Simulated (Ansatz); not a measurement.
**ClH3Si···NH3: density, localisation and related maps**

```yaml
atoms:
  - { symbol: Si, position_ang: [0.4210, -0.2749, -0.3143] }
  - { symbol: N, position_ang: [-0.1683, -0.2911, 2.3348] }
  - { symbol: H, position_ang: [-1.0533, 0.1147, 2.6696] }
  - { symbol: H, position_ang: [0.5841, 0.1865, 2.8495] }
  - { symbol: H, position_ang: [0.7650, -0.2758, -1.7885] }
  - { symbol: H, position_ang: [0.3560, 1.1672, 0.0876] }
  - { symbol: H, position_ang: [-0.8679, -1.0300, -0.1968] }
  - { symbol: Cl, position_ang: [2.0718, -1.3008, 0.5067] }
  - { symbol: H, position_ang: [-0.1511, -1.2657, 2.6646] }
```

Theory: RKS revPBE-D4/def2-SVP in Ansatz 0.2.0.

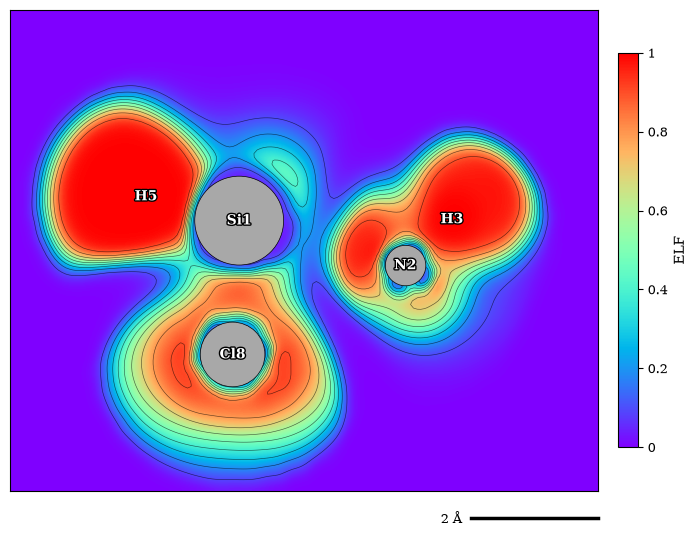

Figure 1. Electron localisation function on the plane of atoms H5, Si1 and Cl8. Grey discs cover the atomic cores.

Question: Read the bonding off the picture.

Answer:
- The plane passes through Si, N, H and Cl nuclei.
- Si1···N2 (2.71 Å): the ELF is about 0.20 at the midpoint.
- Si–Cl (2.11 Å): the ELF peaks at about 0.85 between the atoms: a polar covalent bond.
- N–H (1.03 Å): the ELF climbs to about 1 towards the hydrogen, as it does in any bond to H (an ordinary covalent bond to hydrogen).
- Si–H (1.51 Å): the ELF climbs to about 1 towards the hydrogen.
- The ELF also peaks beside Cl8, away from the bonds: lone-pair regions.

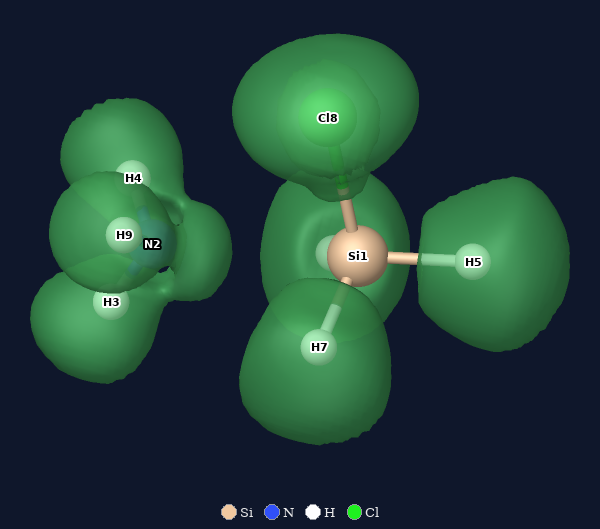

Figure 2. Isosurface of the ELF at 0.8 (green), seen at a tilt. Core shells and regions of very low density are left out.

Question: Where are the electrons localised?

Answer: At this value the surface marks out three regions around hydrogen nuclei, one region on Cl in which the atom's valence shell and bonds are merged and one joined region spread over several atoms (H, N), in which their bonds and any lone pairs are merged.

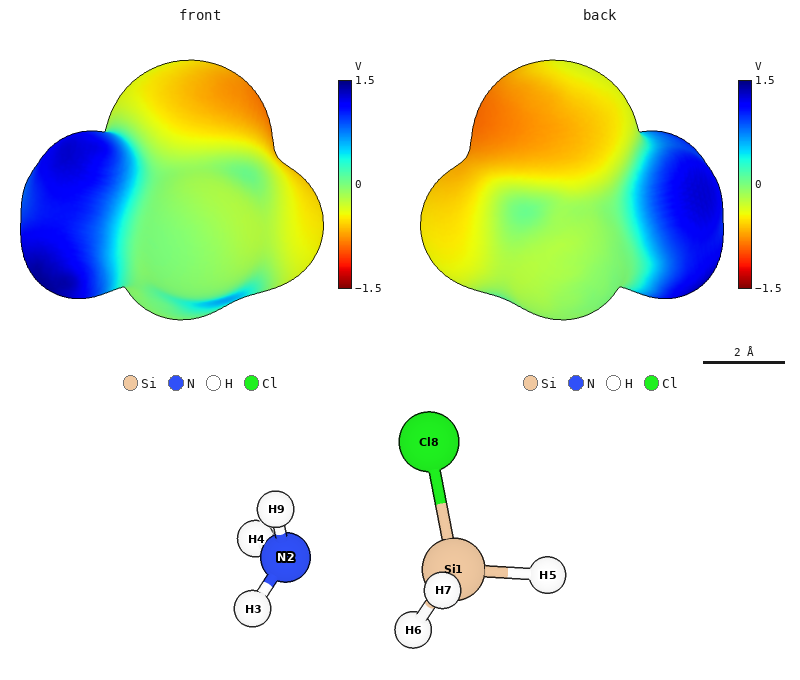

Figure 3. The molecular electrostatic potential painted on the density surface at 0.001 e/bohr³, seen from the front and from behind; the colour scale runs from red (negative) to blue (positive). The bare structure is drawn below in the same view.

Question: Where is the surface potential most negative and most positive?

Answer: The most negative region (about −0.9 V) lies over Cl8, the most positive (about +1.4 V) over H3.

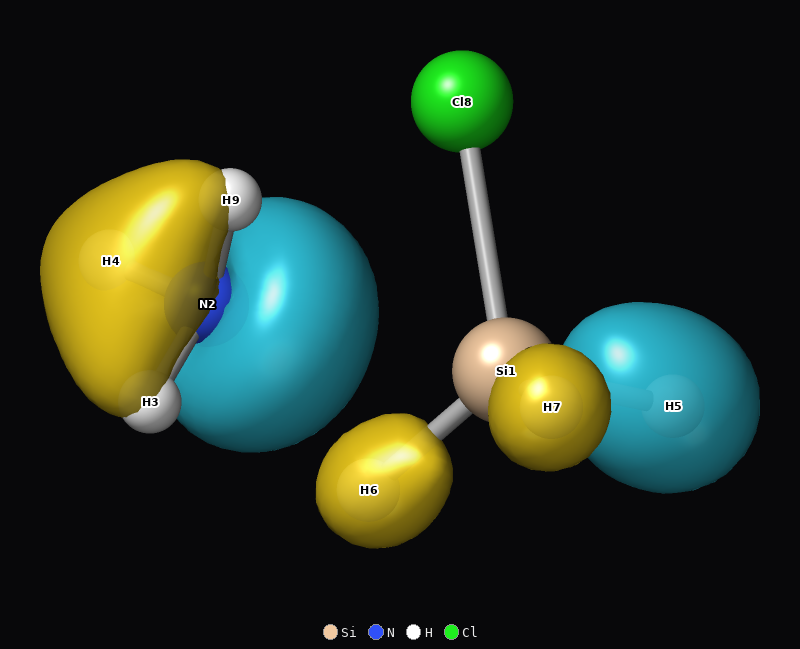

Figure 4. The HOMO at ±0.15 Å⁻³ᐟ² (yellow and cyan are the two phases), seen at a tilt.

Question: What is the character of this orbital?

Answer: It lies mainly on N2 (about 55 %), Si1 (about 10 %) and H5 (about 10 %). Its energy is −6.32 eV.
